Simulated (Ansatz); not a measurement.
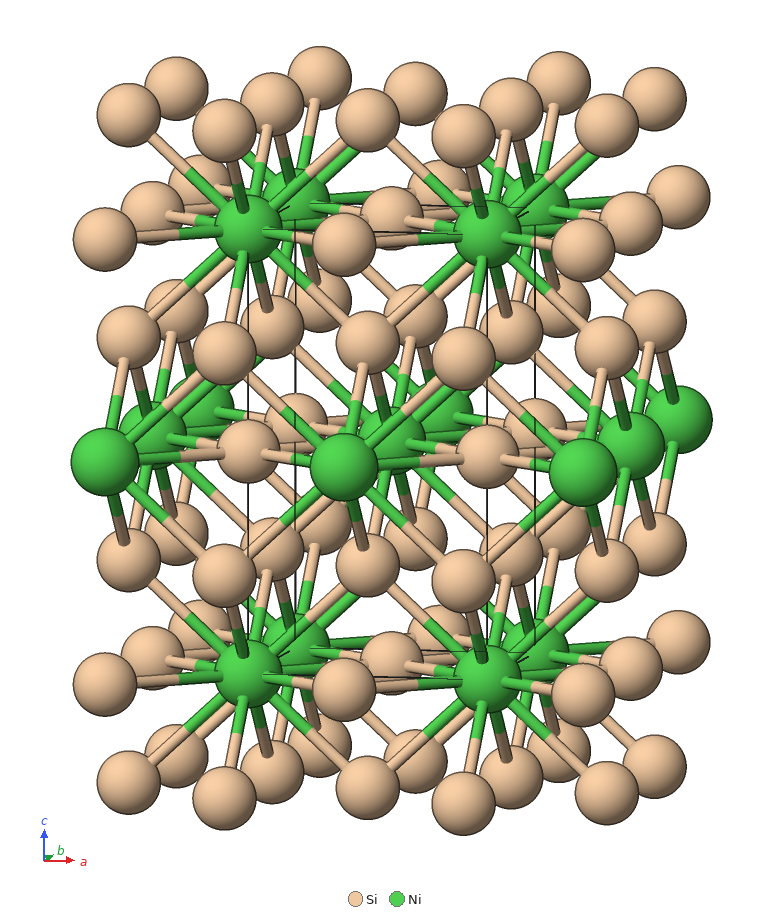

Structure drawing (ball-and-stick), viewed slightly off an axis. Atoms at the boundary of the conventional unit cell (the box) are drawn once for each face, edge or corner they touch. Outside the box, the atoms bonded to those within are drawn.

The composition is Si3Ni.

Q: Give the coordination environment of Ni.

A: Twelve Si in a cuboctahedral arrangement.

Q: Describe the connectivity.

A: The bonds build a three-dimensional framework.

The structure was taken from a textbook structure type filled with these elements (whether it is the usual form wasn't checked). Cell shown after relaxation with DFT PBE, scalar-relativistic, plane waves, PAW in Ansatz 0.2.0.
